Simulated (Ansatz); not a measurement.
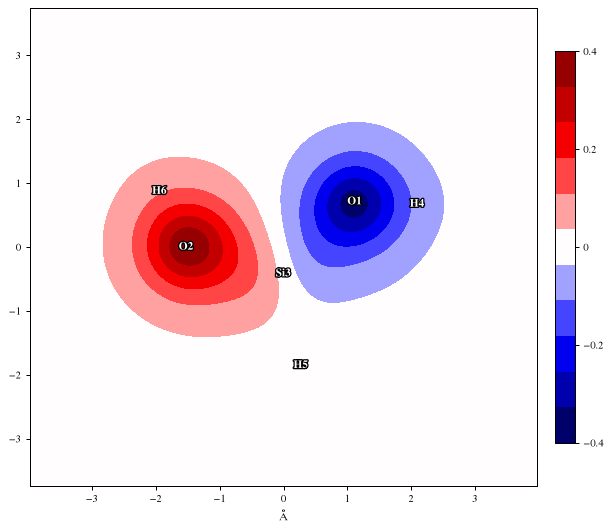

Figure 1: H$_{3}$O$_{2}$Si (charge +1). The HOMO on a plane 0.8 Å above the molecular plane (values in Å⁻³ᐟ²; the overall sign is arbitrary).

Geometry: B3LYP-D3(BJ)/def2-SVP.

These are results of isolated molecule in a Gaussian basis; Kohn-Sham density functional theory, functional PBE0 in Ansatz 0.2.0, not measurements.

Input

```
crystal:
  periodic: [false, false, false]
  atoms:
    - {symbol: O, position_ang: [-2.677879, -2.096866, 0.189070]}
    - {symbol: O, position_ang: [-0.006906, -2.096727, 0.764250]}
    - {symbol: Si, position_ang: [-1.173414, -2.193191, -0.297481]}
    - {symbol: H, position_ang: [-3.524057, -2.131546, -0.286231]}
    - {symbol: H, position_ang: [-0.753100, -2.368892, -1.685014]}
    - {symbol: H, position_ang: [-0.027428, -1.981654, 1.729293]}
basis:
  gaussian: {orbitals: def2-TZVPD}
total_charge: 1
hamiltonian: {xc: {name: PBE0}}
output: {forces: true, orbitals: {seedname: orbitals}}
```

Run with:

```sh
ansatz run input.yaml --threads 1 --pin off --max-ram 2610MiB --events-out events.jsonl --progress --plain --runs-dir runs
```

Where does this orbital lie, and at what energy?

Answer. Its weight (Hirshfeld) is mainly on O2 (about 45 %) and O1 (about 40 %); it changes sign across the molecular plane (π type). Its energy is −16.68 eV.
